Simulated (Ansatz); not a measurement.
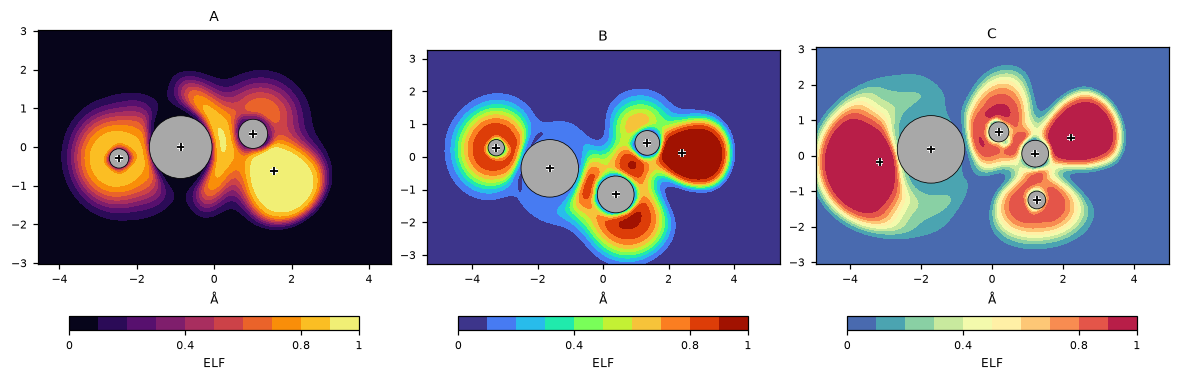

The ELF of 3 systems, each on a plane through atoms (crosses mark nuclei in the plane; grey discs cover the cores).

Method: isolated molecule in a Gaussian basis; Kohn-Sham density functional theory, functional PBE0 in Ansatz.

System 1: CH3FSZn, the plane of atoms C1, S3 and Zn4. Geometry: PBE-D3(BJ)/def2-SVP.

```xyz
7

C    -1.6761   -0.7366   -1.7118
F     1.7256    2.3836   -1.5937
S    -1.7512    0.8802   -2.5981
Zn    0.1715    1.7039   -2.0386
H    -1.6021   -0.6116   -0.6146
H    -0.8486   -1.3764   -2.0735
H    -2.6314   -1.2495   -1.9362
```

System 2: CH3AlF (SMILES [CH3][Al+][F]) (charge +1), the plane of atoms Al2, C1 and H6. Geometry: PBE0-D3(BJ)/def2-SVP.

```xyz
6

C    -1.0957    1.0351    0.8375
Al   -0.0123   -0.0786    1.9337
F     0.9110   -1.0276    2.8678
H    -1.1466    2.0420    1.2834
H    -2.1082    0.6040    0.7729
H    -0.6505    1.0948   -0.1691
```

System 3: CH2CuFO (SMILES F/C=[O+]/[CuH-]), the molecular plane. Geometry: PBE0-D3(BJ)/def2-SVP.

```xyz
6

C    -0.4663    0.4764    0.4835
Cu    1.1076   -0.7898   -1.6451
F    -1.6177    0.1753   -0.0509
O     0.5771    0.1751   -0.0105
H    -0.5788    1.0332    1.4298
H     1.5296   -1.5167   -2.8763
```

Question: Match each panel to its system.

Answer: Panel A is system 2, CH3AlF: the plane holds C, Al, F and H. Al–F (1.62 Å): the ELF peaks at about 0.80 in the valence shell of F, 0.5 Å from its nucleus, and is about 0.40 at the midpoint. Panel B is system 1, CH3FSZn: the plane holds C, F, S, Zn and H. Zn–F (1.75 Å): the ELF peaks at about 0.80 in the valence shell of F, 0.5 Å from its nucleus, and is about 0.15 at the midpoint. Panel C is system 3, CH2CuFO: the plane holds C, Cu, F, O and H. C–O (1.19 Å): the ELF peaks at about 0.85 between the atoms; a short, multiple covalent bond.
